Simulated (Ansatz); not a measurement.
CH4FNOSi (SMILES FC1N[SiH2]O1)

Input file:

```
crystal:
  periodic: [false, false, false]
  atoms:
    - {symbol: F, position_ang: [-0.120692, 2.017641, 0.407117]}
    - {symbol: C, position_ang: [0.130223, 0.957507, -0.429449]}
    - {symbol: N, position_ang: [0.918100, -0.058925, 0.202815]}
    - {symbol: Si, position_ang: [-0.465983, -1.079519, 0.182712]}
    - {symbol: O, position_ang: [-1.050301, 0.241841, -0.675766]}
    - {symbol: H, position_ang: [0.540639, 1.390254, -1.346992]}
    - {symbol: H, position_ang: [1.676041, 0.185952, 0.813352]}
    - {symbol: H, position_ang: [-0.373400, -2.315833, -0.626868]}
    - {symbol: H, position_ang: [-1.166028, -1.385216, 1.455981]}
basis:
  gaussian: {orbitals: def2-TZVPP}
hamiltonian: {xc: pbe0, dispersion: d4}
output: {orbitals: {seedname: orbitals}}
```

Command:

```sh
ansatz run in.yaml --threads 2 --pin off --events-out ev --progress --plain --max-ram 4352MiB
```

Geometry: PBE0-D4/def2-TZVP.

These are results of Ansatz 0.2.0, RKS PBE0-D4/def2-TZVPP, not measurements.

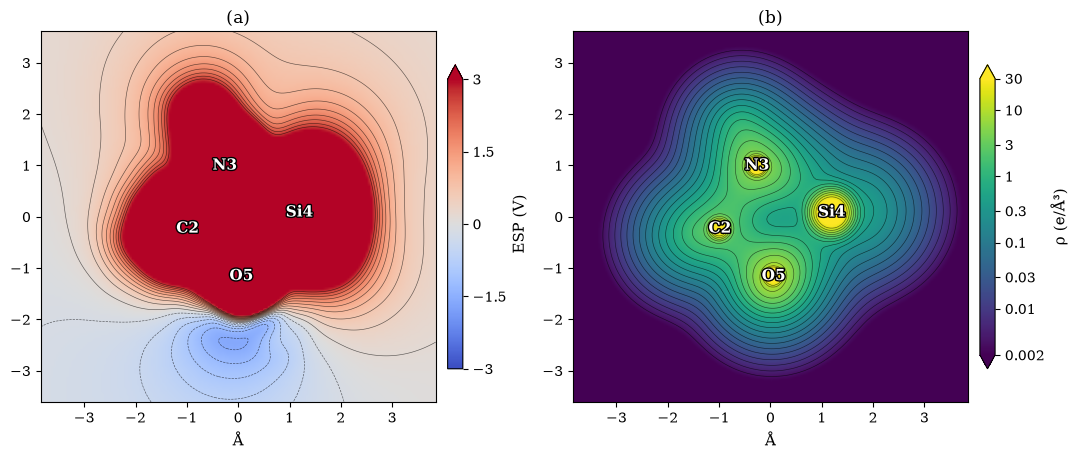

Figure 1. (a) molecular electrostatic potential; (b) total electron density on the plane of atoms N3, Si4 and O5.

**Describe what can be read from this map.**

- The section cuts through C, N, Si and O sites.
- C–O (1.40 Å): ρ at the midpoint is about 2.2 e/Å³, with its minimum of 1.9 e/Å³ about 0.5 Å from C.
- C–N (1.43 Å): ρ is about 2.1 e/Å³ halfway.
- Si–O (1.68 Å): ρ at the midpoint is about 1.1 e/Å³.
- Si–N (1.72 Å): ρ at the midpoint is about 1.1 e/Å³.
- Outside the dense part of the molecule the potential is most negative (−1.6 V) near O5.

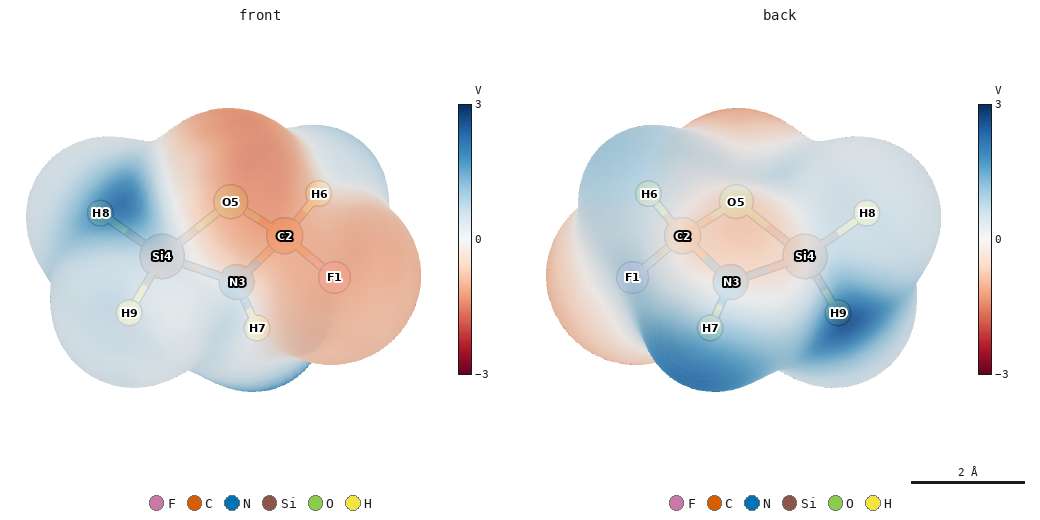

Figure 2. The molecular electrostatic potential painted on the density surface at 0.002 e/bohr³, seen from the front and from behind; the colour scale runs from red (negative) to blue (positive).

**Where is the surface potential most negative and most positive?**

The most negative region (about −1.4 V) lies over O5, the most positive (about +2.4 V) over Si4. O5 is the likeliest acceptor of a hydrogen bond.

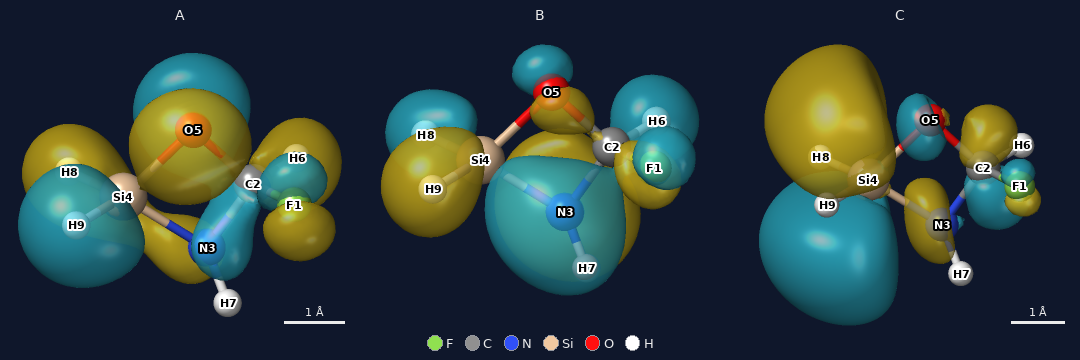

Figure 3. Three frontier orbitals at ±0.08 Å⁻³ᐟ² (yellow and cyan are the two phases), in no order.

**Which picture is the HOMO−1, the HOMO and the LUMO?**

A is the HOMO−1 (−8.93 eV). By Hirshfeld shares it lies mainly on O5 (about 50 %), Si4 (about 15 %), H9 (about 10 %), C2 (about 5 %) and F1 (about 5 %). B is the HOMO (−7.92 eV). Its weight (Hirshfeld) is mainly on N3 (about 60 %), Si4 (about 10 %) and C2 (about 5 %). C is the LUMO (−0.54 eV). It lies mainly on Si4 (about 65 %), H9 (about 10 %), H8 (about 10 %), N3 (about 5 %) and O5 (about 5 %).

**What is the HOMO–LUMO gap?**

7.38 eV between the orbital energies.
